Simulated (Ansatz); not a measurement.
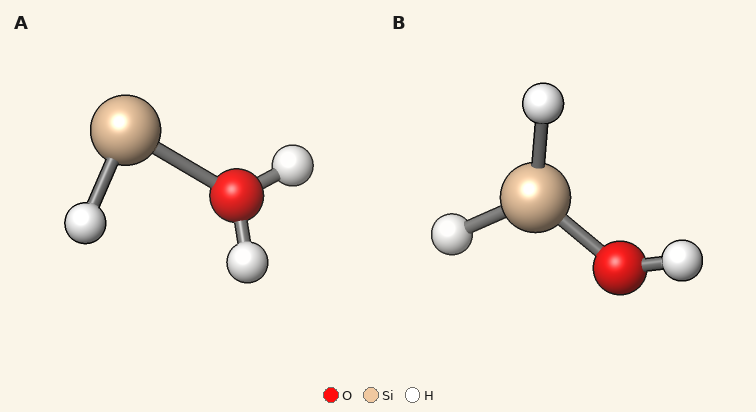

2 stationary structures of one formula. Charge +1, singlet. Geometries: PBE0-D4/def2-TZVP. Electronic energies: PBE-D4/def2-TZVPP (Ansatz 0.2.0), without zero-point energy. No frequency run is at hand to confirm each as a minimum.

### Which is lowest in energy, and by how much?

B is lowest (Cs); A lies 88.8 kJ/mol above it (Cs).

Give E(B) − E(A) in kJ/mol at these levels too: B3LYP-D4/def2-TZVPP; PBE0-D4/def2-TZVPP; PBE0-D4/def2-TZVP; r2SCAN-D4/def2-TZVPP; RHF-CCSD(T) (frozen core)/def2-TZVPP; PBE-D4/def2-TZVPP; ωB97M-V/def2-TZVPP.

```csv
level,E(B) − E(A) (kJ/mol)
B3LYP-D4/def2-TZVPP,−91.9
PBE0-D4/def2-TZVPP,−92.9
PBE0-D4/def2-TZVP,−95.5
r2SCAN-D4/def2-TZVPP,−110.4
RHF-CCSD(T) (frozen core)/def2-TZVPP,−89.6
PBE-D4/def2-TZVPP,−88.8
ωB97M-V/def2-TZVPP,−82.4
```
